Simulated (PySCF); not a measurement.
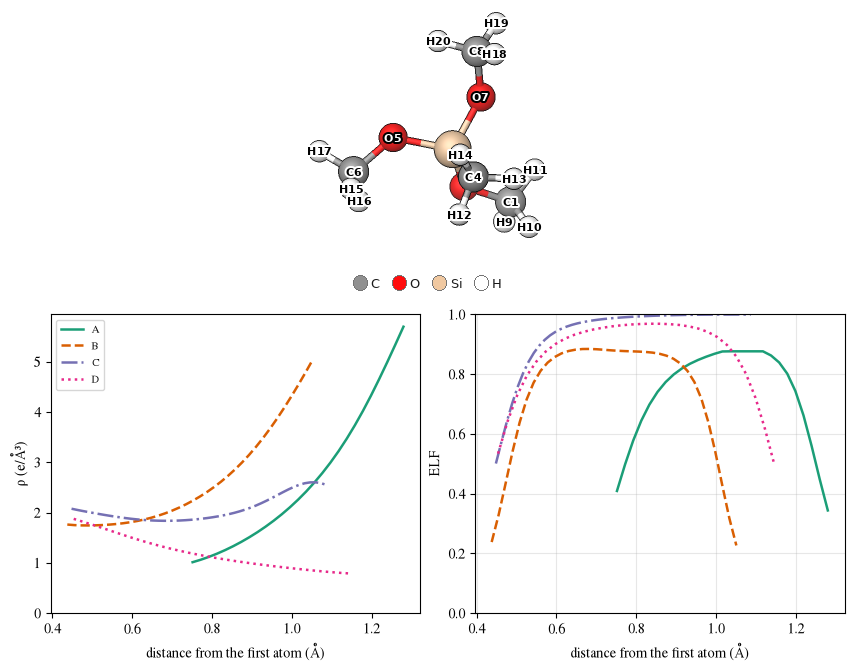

Figure 1: C4H12O3Si (SMILES CO[Si](C)(OC)OC). Total electron density and electron localisation function along straight lines between neighbouring atoms. The curves leave out the atomic cores. The structure is drawn too.

Geometry: GFN2-xTB.

Theory: PBE0/pcSseg-1, SCF density, in a chloroform solvent model, non-relativistic in PySCF.

```yaml
atoms:
  - { symbol: C, position_ang: [-1.7198, -1.4314, -1.5638] }
  - { symbol: O, position_ang: [-1.2430, -0.2177, -1.0529] }
  - { symbol: Si, position_ang: [0.0077, 0.0197, -0.0435] }
  - { symbol: C, position_ang: [-0.3172, -0.7250, 1.6853] }
  - { symbol: O, position_ang: [0.2628, 1.6228, 0.0225] }
  - { symbol: C, position_ang: [-0.6448, 2.6274, 0.3812] }
  - { symbol: O, position_ang: [1.3140, -0.6364, -0.7525] }
  - { symbol: C, position_ang: [2.6531, -0.5323, -0.3558] }
  - { symbol: H, position_ang: [-2.4544, -1.1995, -2.3356] }
  - { symbol: H, position_ang: [-2.1958, -2.0185, -0.7748] }
  - { symbol: H, position_ang: [-0.9057, -2.0139, -1.9967] }
  - { symbol: H, position_ang: [-1.2778, -0.4086, 2.0829] }
  - { symbol: H, position_ang: [-0.3212, -1.8113, 1.6579] }
  - { symbol: H, position_ang: [0.4431, -0.4231, 2.4006] }
  - { symbol: H, position_ang: [-0.8629, 2.5827, 1.4509] }
  - { symbol: H, position_ang: [-1.5769, 2.5214, -0.1750] }
  - { symbol: H, position_ang: [-0.1851, 3.5877, 0.1456] }
  - { symbol: H, position_ang: [2.8243, -1.0937, 0.5657] }
  - { symbol: H, position_ang: [3.2680, -0.9502, -1.1535] }
  - { symbol: H, position_ang: [2.9266, 0.5105, -0.1915] }
```

Q: Which curve belongs to which contact (C–H, C–O, C–Si and Si–O)? The first atom named is at distance zero.

A: Curve A: Si–O (1.62 Å): the density is about 1.2 e/Å³ at the midpoint; the ELF peaks at about 0.90 between the atoms; a short, strongly polar bond. Curve B: C–O (1.40 Å): the density is about 2 e/Å³ at the midpoint, with its minimum of 1.7 e/Å³ about 0.5 Å from C; the ELF peaks at about 0.90 between the atoms: a shared but strongly polarised pair. Curve C: C–H (1.09 Å): ρ at the midpoint is about 1.9 e/Å³; the ELF climbs to about 1 towards the hydrogen, as it does in any bond to H (a covalent bond by its length). Curve D: C–Si (1.91 Å): ρ at the midpoint is about 0.93 e/Å³; the ELF peaks at about 0.95 between the atoms; a shared electron pair.
